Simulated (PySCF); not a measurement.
**Si₂H₄ClF (charge +1): geometry relaxation (part 2 of 3)**

Continued. System: Si₂H₄ClF, charge +1, multiplicity 2. Method: HF/3-21G, UHF (PySCF 2.14.0). The atoms were displaced at random from an optimised geometry. The geometry is that of the parent species in another charge or spin state.

Geometry of the input (Å):
```
F  -1.3039  1.7914  0.1488
Si -0.3950  0.8455  -0.7016
Si 0.5604  -0.8178  0.7288
Cl -1.4953  -0.1233  -2.0968
H  0.6331  1.6727  -1.3755
H  1.3596  -0.1449  1.8242
H  1.4247  -1.7052  -0.0500
H  -0.5537  -1.5958  1.3758
```

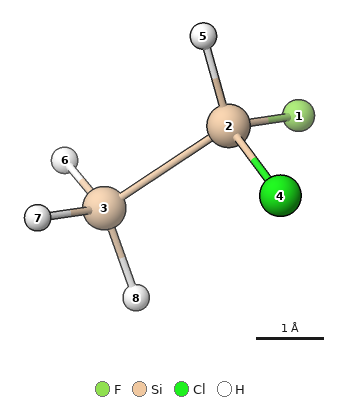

The starting structure (ball-and-stick view, seen at a tilt; atoms are numbered from 1 in the order of the input).

The program's output, continued
```
----------------------------------------------
cycle 7: E = -1133.04414448  dE = -4.00772e-05  norm(grad) = 0.000512318
Step    6 : Displace = 1.317e-02/2.221e-02 (rms/max) Trust = 3.000e-01 (=) Grad = 1.811e-04/2.273e-04 (rms/max) E (change) = -1133.0441444806 (-4.008e-05) Quality = 1.232
Hessian Eigenvalues: 1.75058e-02 2.30017e-02 5.00000e-02 ... 2.71815e-01 3.22741e-01 6.11995e-01

Geometry optimization cycle 8
Cartesian coordinates (Angstrom)
 Atom        New coordinates             dX        dY        dZ
   F  -1.360233   1.874036   0.179684   -0.001847  0.003296 -0.001482
  Si  -0.465353   1.030250  -0.854182   -0.000853  0.003737 -0.001037
  Si   0.689104  -1.060062   0.959702    0.002510 -0.002554  0.001990
  Cl  -1.562124  -0.201639  -2.151346    0.003587 -0.004113  0.003165
   H   0.699660   1.730130  -1.384925   -0.006025  0.007112 -0.007430
   H   1.379445  -0.107374   1.835374    0.003940 -0.008969  0.007113
   H   1.447277  -1.719521  -0.107575    0.000760 -0.002825  0.001133
   H  -0.597922  -1.623227   1.377026   -0.002072  0.004315 -0.003451
converged SCF energy = -1133.04415498977  <S^2> = 0.75377446  2S+1 = 2.0037709
--------------- SecondOrderUHF_Scanner gradients ---------------
         x                y                z
0 F     0.0000222524    -0.0000961749    -0.0000314793
1 Si    -0.0002682187    -0.0000394460    -0.0002989965
2 Si     0.0001439280    -0.0000483486     0.0002180041
3 Cl     0.0000788489     0.0003098409     0.0001035288
4 H     0.0000816729    -0.0001054576     0.0000619778
5 H    -0.0000692515     0.0000969138    -0.0000600455
6 H    -0.0000523674    -0.0000140839    -0.0000356016
7 H     0.0000631354    -0.0001032436     0.0000426122
----------------------------------------------
cycle 8: E = -1133.04415499  dE = -1.05092e-05  norm(grad) = 0.000645944
Step    7 : Displace = 7.264e-03/1.215e-02 (rms/max) Trust = 3.000e-01 (=) Grad = 2.284e-04/4.036e-04 (rms/max) E (change) = -1133.0441549898 (-1.051e-05) Quality = 1.496
Hessian Eigenvalues: 1.73111e-02 2.30225e-02 4.88782e-02 ... 2.71310e-01 3.28517e-01 6.10944e-01

Geometry optimization cycle 9
Cartesian coordinates (Angstrom)
 Atom        New coordinates             dX        dY        dZ
   F  -1.362012   1.877379   0.178990   -0.001779  0.003343 -0.000694
  Si  -0.464786   1.034260  -0.853521    0.000567  0.004010  0.000660
  Si   0.691032  -1.061357   0.959822    0.001928 -0.001296  0.000121
  Cl  -1.555012  -0.212549  -2.142462    0.007112 -0.010910  0.008884
   H   0.691971   1.740360  -1.394066   -0.007688  0.010231 -0.009141
   H   1.385013  -0.119891   1.844637    0.005568 -0.012518  0.009263
   H   1.447320  -1.721977  -0.107893    0.000043 -0.002456 -0.000318
   H  -0.603673  -1.613631   1.368252   -0.005751  0.009596 -0.008774
converged SCF energy = -1133.04416623679  <S^2> = 0.75375934  2S+1 = 2.0037558
--------------- SecondOrderUHF_Scanner gradients ---------------
         x                y                z
0 F     0.0000126838     0.0000036761     0.0000506433
1 Si    -0.0004473954    -0.0000814828    -0.0003198865
2 Si     0.0002884623    -0.0001429399     0.0001216977
3 Cl     0.0002082053     0.0003157336     0.0001106161
4 H     0.0000613956    -0.0001115533    -0.0000349911
5 H    -0.0000733699     0.0000483755     0.0000349629
6 H    -0.0000408960    -0.0000199431    -0.0000037455
7 H    -0.0000090858    -0.0000118660     0.0000407031
----------------------------------------------
cycle 9: E = -1133.04416624  dE = -1.1247e-05  norm(grad) = 0.00078482
Step    8 : Displace = 1.126e-02/1.659e-02 (rms/max) Trust = 3.000e-01 (=) Grad = 2.775e-04/5.560e-04 (rms/max) E (change) = -1133.0441662368 (-1.125e-05) Quality = 1.397
Hessian Eigenvalues: 1.79582e-02 2.31327e-02 3.25048e-02 ... 2.70915e-01 3.24790e-01 6.11866e-01

Geometry optimization cycle 10
Cartesian coordinates (Angstrom)
 Atom        New coordinates             dX        dY        dZ
   F  -1.362528   1.878773   0.179137   -0.000516  0.001394  0.000147
  Si  -0.462461   1.036454  -0.851599    0.002325  0.002194  0.001923
  Si   0.690831  -1.060681   0.958162   -0.000201  0.000676 -0.001660
  Cl  -1.548003  -0.224746  -2.131956    0.007008 -0.012198  0.010506
   H   0.687015   1.748550  -1.399632   -0.004956  0.008190 -0.005566
   H   1.388627  -0.129075   1.850080    0.003614 -0.009184  0.005443
   H   1.446032  -1.722171  -0.109705   -0.001288 -0.000194 -0.001812
   H  -0.609660  -1.604509   1.359271   -0.005987  0.009123 -0.008981
converged SCF energy = -1133.04417297692  <S^2> = 0.75376744  2S+1 = 2.0037639
--------------- SecondOrderUHF_Scanner gradients ---------------
         x                y                z
0 F     0.0000116280     0.0000439880     0.0000668401
1 Si    -0.0003439633    -0.0000724354    -0.0001751272
2 Si     0.0002381757    -0.0000726911     0.0000439937
3 Cl     0.0001641462     0.0001872630     0.0000471424
4 H     0.0000217372    -0.0000911659    -0.0000493859
5 H    -0.0000719892    -0.0000391910     0.0000335544
6 H    -0.0000060156    -0.0000165821     0.0000251728
7 H    -0.0000137190     0.0000608145     0.0000078096
----------------------------------------------
cycle 10: E = -1133.04417298  dE = -6.74013e-06  norm(grad) = 0.000559379
Step    9 : Displace = 9.887e-03/1.752e-02 (rms/max) Trust = 3.000e-01 (=) Grad = 1.978e-04/3.927e-04 (rms/max) E (change) = -1133.0441729769 (-6.740e-06) Quality = 1.336
Hessian Eigenvalues: 1.87745e-02 2.31199e-02 2.42281e-02 ... 2.69129e-01 3.18302e-01 6.11892e-01

Geometry optimization cycle 11
Cartesian coordinates (Angstrom)
 Atom        New coordinates             dX        dY        dZ
   F  -1.362203   1.878609   0.179336    0.000325 -0.000164  0.000199
  Si  -0.460080   1.036918  -0.850090    0.002381  0.000464  0.001509
  Si   0.689422  -1.059597   0.956589   -0.001410  0.001084 -0.001573
  Cl  -1.544130  -0.231922  -2.125418    0.003874 -0.007175  0.006537
   H   0.685952   1.752412  -1.400930   -0.001063  0.003863 -0.001298
   H   1.389620  -0.131910   1.850837    0.000993 -0.002835  0.000757
   H   1.444171  -1.720965  -0.111704   -0.001861  0.001206 -0.001998
   H  -0.612897  -1.600951   1.355139   -0.003238  0.003558 -0.004132
converged SCF energy = -1133.04417545523  <S^2> = 0.7537842  2S+1 = 2.0037806
--------------- SecondOrderUHF_Scanner gradients ---------------
         x                y                z
0 F     0.0000111393     0.0000207216     0.0000347619
1 Si    -0.0001510200    -0.0000435234    -0.0000303675
2 Si     0.0000980602    -0.0000066199    -0.0000272323
3 Cl     0.0000528014     0.0000575899     0.0000002968
4 H     0.0000132011    -0.0000433488    -0.0000252834
5 H    -0.0000167346    -0.0000318180     0.0000326849
6 H     0.0000199927    -0.0000061037     0.0000276337
7 H    -0.0000274401     0.0000531023    -0.0000124942
----------------------------------------------
cycle 11: E = -1133.04417546  dE = -2.47831e-06  norm(grad) = 0.000232108
Step   10 : Displace = 4.996e-03/1.044e-02 (rms/max) Trust = 3.000e-01 (=) Grad = 8.206e-05/1.601e-04 (rms/max) E (change) = -1133.0441754552 (-2.478e-06) Quality = 1.265
Hessian Eigenvalues: 1.91004e-02 2.06739e-02 2.55211e-02 ... 2.68090e-01 3.17715e-01 6.11281e-01

Geometry optimization cycle 12
Cartesian coordinates (Angstrom)
 Atom        New coordinates             dX        dY        dZ
   F  -1.361966   1.878387   0.179140    0.000237 -0.000221 -0.000196
  Si  -0.458923   1.036924  -0.849643    0.001157  0.000006  0.000447
  Si   0.688397  -1.059265   0.956146   -0.001024  0.000332 -0.000443
  Cl  -1.542934  -0.233785  -2.123623    0.001195 -0.001863  0.001796
   H   0.686444   1.753441  -1.400525    0.000492  0.001028  0.000405
   H   1.389376  -0.131526   1.849753   -0.000244  0.000384 -0.001084
   H   1.442798  -1.720079  -0.112779   -0.001373  0.000887 -0.001075
   H  -0.613338  -1.601503   1.355290   -0.000441 -0.000552  0.000151
converged SCF energy = -1133.04417607232  <S^2> = 0.75379272  2S+1 = 2.0037891
--------------- SecondOrderUHF_Scanner gradients ---------------
         x                y                z
0 F     0.0000098596    -0.0000065255     0.0000085160
1 Si    -0.0000291998    -0.0000170986     0.0000109909
2 Si     0.0000107038     0.0000248717    -0.0000153321
3 Cl    -0.0000088652     0.0000064167    -0.0000071718
4 H     0.0000060132    -0.0000142830    -0.0000028695
5 H     0.0000030335    -0.0000205402     0.0000073547
6 H     0.0000236659     0.0000018168     0.0000177103
7 H    -0.0000152111     0.0000253421    -0.0000191984
----------------------------------------------
cycle 12: E = -1133.04417607  dE = -6.17088e-07  norm(grad) = 7.39618e-05
Step   11 : Displace = 1.515e-03/2.854e-03 (rms/max) Trust = 3.000e-01 (=) Grad = 2.615e-05/3.558e-05 (rms/max) E (change) = -1133.0441760723 (-6.171e-07) Quality = 1.293
Hessian Eigenvalues: 1.81670e-02 2.07606e-02 2.80602e-02 ... 2.69048e-01 3.19699e-01 6.11932e-01

Geometry optimization cycle 13
Cartesian coordinates (Angstrom)
 Atom        New coordinates             dX        dY        dZ
   F  -1.362085   1.878557   0.178738   -0.000119  0.000170 -0.000401
  Si  -0.458518   1.037107  -0.849598    0.000405  0.000183  0.000045
  Si   0.687941  -1.059421   0.956221   -0.000457 -0.000156  0.000075
  Cl  -1.542271  -0.234115  -2.123401    0.000663 -0.000330  0.000222
   H   0.686744   1.753975  -1.400240    0.000300  0.000534  0.000285
   H   1.389263  -0.131061   1.848962   -0.000113  0.000465 -0.000790
   H   1.441811  -1.719787  -0.113374   -0.000987  0.000291 -0.000595
   H  -0.613031  -1.602660   1.356449    0.000307 -0.001157  0.001159
converged SCF energy = -1133.04417626335  <S^2> = 0.75379473  2S+1 = 2.0037911
--------------- SecondOrderUHF_Scanner gradients ---------------
         x                y                z
0 F     0.0000071544    -0.0000142857     0.0000025220
1 Si     0.0000159655    -0.0000059163     0.0000033967
2 Si    -0.0000219864     0.0000192199     0.0000002462
3 Cl    -0.0000221267    -0.0000029599    -0.0000005449
4 H     0.0000010907    -0.0000000419     0.0000025046
5 H     0.0000098212    -0.0000027656    -0.0000000003
6 H     0.0000171646     0.0000043872     0.0000078591
7 H    -0.0000070834     0.0000023624    -0.0000159834
----------------------------------------------
cycle 13: E = -1133.04417626  dE = -1.91035e-07  norm(grad) = 5.20866e-05
```

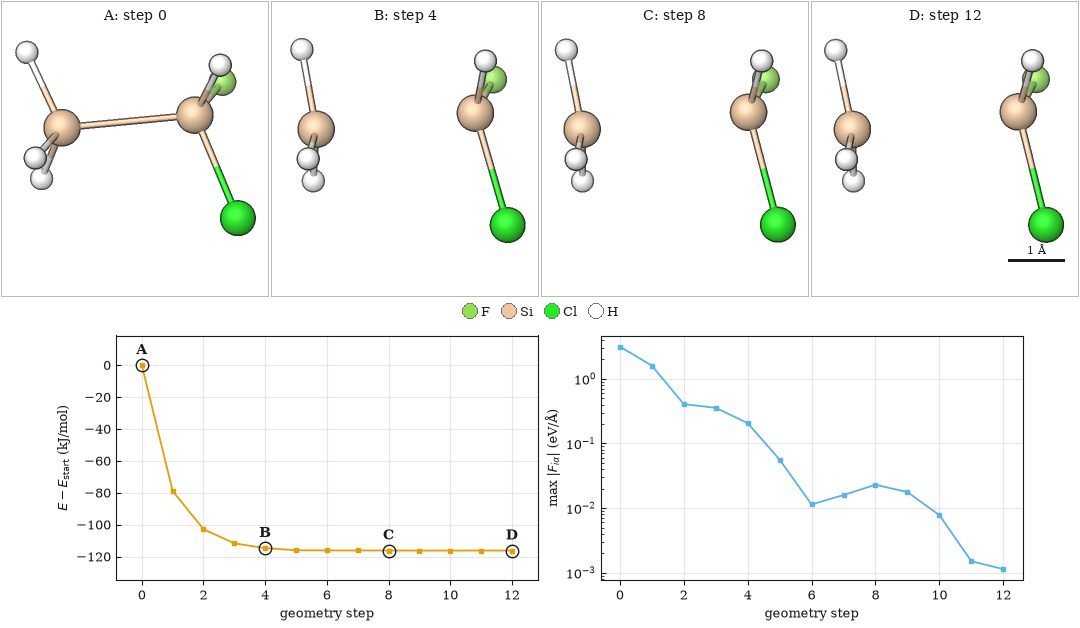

Frames of the relaxation (ball-and-stick view, seen at a tilt) above the curves, on which the letters mark them (steps are counted from 0).

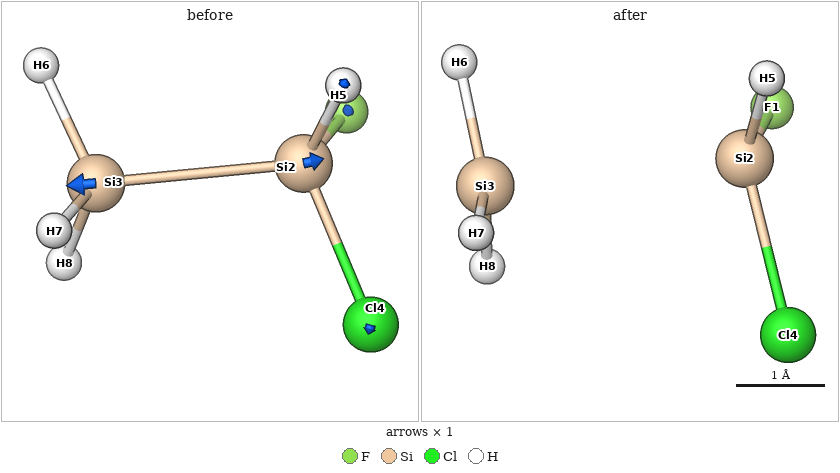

Before (left) and after (right) the relaxation, at one scale (ball-and-stick view, seen at a tilt). The blue arrows give the displacements, at true length. The energy falls by 116.2 kJ/mol in 12 geometry steps. The largest force component goes from 3.2 to 0.0011 eV/Å. The largest move after the best rigid fit is that of Si3, 0.36 Å. Largest moves by element: Si 0.36 Å, Cl 0.12 Å, F 0.11 Å, H 0.10 Å. Among the contacts that change: Si2–Si3 2.393 → 2.995 Å, Si2–Cl4 2.024 → 2.101 Å, Si3–H6 1.514 → 1.467 Å, F1–Si2 1.563 → 1.607 Å. Among the angles that change: H6–Si3–H8 108.0° → 119.5°, Cl4–Si2–H5 109.3° → 118.3°, H6–Si3–H7 110.1° → 118.9°. (Atoms are counted from 1 in the order of the input.)

```
Step   12 : Displace = 9.178e-04/1.669e-03 (rms/max) Trust = 3.000e-01 (=) Grad = 1.842e-05/2.920e-05 (rms/max) E (change) = -1133.0441762634 (-1.910e-07) Quality = 1.334
Hessian Eigenvalues: 1.81670e-02 2.07606e-02 2.80602e-02 ... 2.69048e-01 3.19699e-01 6.11932e-01
Converged! =D

converged: True
F          -1.36208458        1.87855673        0.17873844
Si         -0.45851780        1.03710712       -0.84959781
Si          0.68794069       -1.05942126        0.95622119
Cl         -1.54227107       -0.23411489       -2.12340055
H           0.68674430        1.75397482       -1.40024030
H           1.38926266       -0.13106133        1.84896243
H           1.44181107       -1.71978724       -0.11337387
H          -0.61303126       -1.60265995        1.35644948

WARN: HOMO -0.187556749956729 >= LUMO -0.187556749956729
```
